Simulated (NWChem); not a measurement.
# doublet CH2ClF+: levels of theory compared

Aim: a comparison of 6 runs (UHF/STO-3G, UHF/aug-cc-pVDZ, UB3LYP/6-31G*, UB3LYP/aug-cc-pVDZ, UM06-2X/aug-cc-pVDZ, UPBE0/aug-cc-pVDZ) of doublet CH2ClF+. 

The results are computed with NWChem 7.3.0.

38 further runs of the same task are left out: 1 that didn't finish, 37 set aside as unsound or not needed. Runs told in other sessions of the task aren't counted.

## Step 1: The structure to begin with

CH2ClF+ has 5 atoms, charge +1, and is taken as a doublet. SMILES of the parent species: `FCCl`. The coordinates come from a PBE0-D4/def2-TZVP relaxation. That shape belongs to the parent species and isn't relaxed for this state.

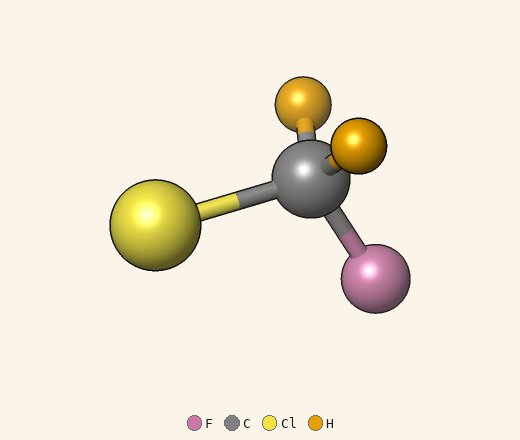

The structure, seen from a chosen angle (fluorine pink, carbon grey, chlorine yellow, hydrogen amber).

## Step 2: The energy at UHF/STO-3G (run 1)

The input, test.nw:

```
start test
title "CH2ClF"
memory 2200 mb
charge 1

geometry noautosym nocenter noautoz
   F    -0.970450    0.560520    0.766500
   C     0.083560    0.089320    0.058070
   Cl   -0.422970   -1.232890   -0.998060
   H     0.832130   -0.302600    0.745580
   H     0.477720    0.885670   -0.572080
end

basis spherical bse
   F library STO-3G
   C library STO-3G
   Cl library STO-3G
   H library STO-3G
end

scf
   nopen 1
   uhf
   thresh 1e-08
   maxiter 80
   print low
end

task scf energy
```

Command:

```
$ nwchem test.nw > test.out
```

The program printed:

```text
[...]
  functions       =    21
[...]
  wavefunction    = UHF
[...]
         Total SCF energy =   -590.804742698534
      One electron energy =  -1008.680430792314
      Two electron energy =    316.205791534105
 Nuclear repulsion energy =    101.669896559675
                       Sz =      0.5000
                 Sz(Sz+1) =      0.7500
                      S^2 =      0.7529
[...]
```

It took 3.6 s on 1 thread of Intel Xeon Platinum 8259CL at 2.50GHz (Skylake/Cascade Lake), shared host; peak memory 0.1 GiB.

## Step 3: A single-point energy at UHF/aug-cc-pVDZ (run 2)

The input, ch2clf.nw:

```
echo
start ch2clf
title "CH2ClF"
memory stack 880 mb heap 220 mb global 1100 mb
charge 1

geometry units angstrom noautosym nocenter noautoz
 F     -0.970450     0.560520     0.766500
 C      0.083560     0.089320     0.058070
 Cl    -0.422970    -1.232890    -0.998060
 H      0.832130    -0.302600     0.745580
 H      0.477720     0.885670    -0.572080
end

basis "ao basis" spherical bse
 * library aug-cc-pVDZ
end

scf
 doublet
 uhf
 thresh 1e-08
 maxiter 80
 noprint "final vectors analysis"
end

task scf energy
```

Command:

```
$ nwchem ch2clf.nw > ch2clf.out
```

The program printed:

```text
[...]
  functions       =    91
[...]
  wavefunction    = UHF
[...]
         Total SCF energy =   -597.583108497196
      One electron energy =  -1018.226841503834
      Two electron energy =    318.973836446963
 Nuclear repulsion energy =    101.669896559675
                       Sz =      0.5000
                 Sz(Sz+1) =      0.7500
                      S^2 =      0.7598
[...]
```

Run time: 3 min. Hardware: 1 thread of Intel Xeon Platinum 8259CL at 2.50GHz (Skylake/Cascade Lake), shared host; peak memory 0.099 GiB.

Runs 3 to 5 aren't shown in full; the table further down has their settings and results.

## Step 4: A single-point energy at UPBE0/aug-cc-pVDZ (run 6)

The input, ch2clf.nw:

```
start ch2clf
title "CH2ClF"
memory stack 880 mb heap 220 mb global 1100 mb
charge 1
geometry units angstrom noautosym nocenter noautoz
  F     -0.970450     0.560520     0.766500
  C      0.083560     0.089320     0.058070
  Cl    -0.422970    -1.232890    -0.998060
  H      0.832130    -0.302600     0.745580
  H      0.477720     0.885670    -0.572080
end
basis "ao basis" spherical bse
  F library aug-cc-pVDZ
  C library aug-cc-pVDZ
  Cl library aug-cc-pVDZ
  H library aug-cc-pVDZ
end
dft
  xc pbe0
  mult 2
  grid fine
  convergence energy 1e-08
  iterations 100
  mulliken
  noprint "final vectors analysis"
end
task dft
```

Command:

```
$ nwchem ch2clf.nw > ch2clf.out
```

The program printed:

```text
[...]
          Wavefunction type:  spin polarized.
          No. of atoms     :     5
          No. of electrons :    33
[...]
          Charge           :     1
          Spin multiplicity:     2
[...]
          AO basis - number of functions:    91
[...]
              XC Information
              --------------
                         PBE0 Method XC Functional
                     Hartree-Fock (Exact) Exchange  0.250
          PerdewBurkeErnzerhof Exchange Functional  0.750
            Perdew 1991 LDA Correlation Functional  1.000 local
           PerdewBurkeErnz. Correlation Functional  1.000 non-local
[...]
 d= 0,ls=0.0,diis     1   -598.4014107914 -7.00D+02  1.08D-02  5.44D-01     8.0
[...]
 d= 0,ls=0.0,diis    13   -598.6471957112 -9.89D-10  2.53D-07  3.79D-10    62.5
[...]
         Total DFT energy =     -598.647195711154
      One electron energy =    -1018.603381724301
           Coulomb energy =      362.484935317971
    Exchange-Corr. energy =      -44.198645864500
 Nuclear repulsion energy =      101.669896559675
[...]
      Total Density - Mulliken Population Analysis
     ---------------------------------------------
    Atom       Charge   Shell Charges
 -----------   ------   -------------------------------------------------------
    1 F    9     9.26   2.01  0.90  1.05  0.08  3.29  1.85  0.05  0.01  0.02
    2 C    6     5.41   2.02  0.69  0.36  0.05  1.94  0.27 -0.01  0.13 -0.04
    3 Cl  17    16.51   2.00  2.04  1.00  1.01 -0.01  6.00  2.95  1.48 -0.02  0.04  0.02
    4 H    1     0.91   0.71  0.20  0.00  0.03 -0.03
    5 H    1     0.91   0.71  0.20  0.00  0.03 -0.03
[...]
      <S2> =      0.7533 (Exact =     0.7500)
[...]
```

It took 63 s on 1 thread of Intel Xeon Platinum 8259CL at 2.50GHz (Skylake/Cascade Lake), shared host; peak memory 0.11 GiB.

## Step 5: All runs side by side

```csv
run,level,Cartesian functions,iteration cap,energy (Eh),⟨S²⟩,wall time
1,UHF/STO-3G,no,80,-590.804743,0.753,3.6 s
2,UHF/aug-cc-pVDZ,no,80,-597.583108,0.760,3 min
3,UB3LYP/6-31G* (Cartesian functions),yes,100,-598.909041,0.752,37 s
4,UB3LYP/aug-cc-pVDZ,no,100,-598.954766,0.753,68 s
5,UM06-2X/aug-cc-pVDZ,no,100,-598.859654,0.753,79 s
6,UPBE0/aug-cc-pVDZ,no,100,-598.647196,0.753,63 s
```

## Step 6: What came out

```
           quantity          value
run 6: total energy  -598.64720 Eh
        run 6: ⟨S²⟩          0.753
```

**Reading.** Totals of different functionals can't be ranked against each other. In run 1 the basis is minimal, so the values are rough. All runs together took 7.2 min, the longest 3 min.
